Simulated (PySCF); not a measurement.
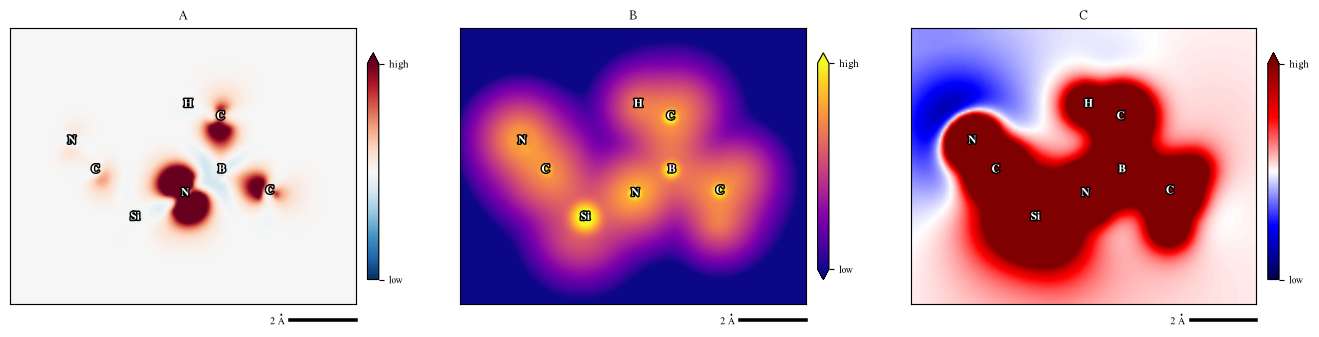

C₃H₈BN₂Si (SMILES CB(C)[N][SiH2]C#N) (doublet): 3 fields on the plane of atoms C1, B2 and N4, with unlabelled colour scales.

Geometry: GFN2-xTB.

The calculation used UKS B3LYP, pcH-1 on B C H N Si, non-relativistic, mean-field spin-orbit, GIAO in PySCF.

Which field does each panel show? The fields are: electron density, electrostatic potential and spin density.

Panel A: spin density (confined to the atoms that carry the unpaired spin). Panel B: electron density. Panel C: electrostatic potential (strongly positive close to the atoms, with negative regions outside electron-rich atoms). From the grid: C–N (1.14 Å): ρ at the midpoint is about 3.4 e/Å³. B–N (1.33 Å): ρ at the midpoint is about 2 e/Å³.
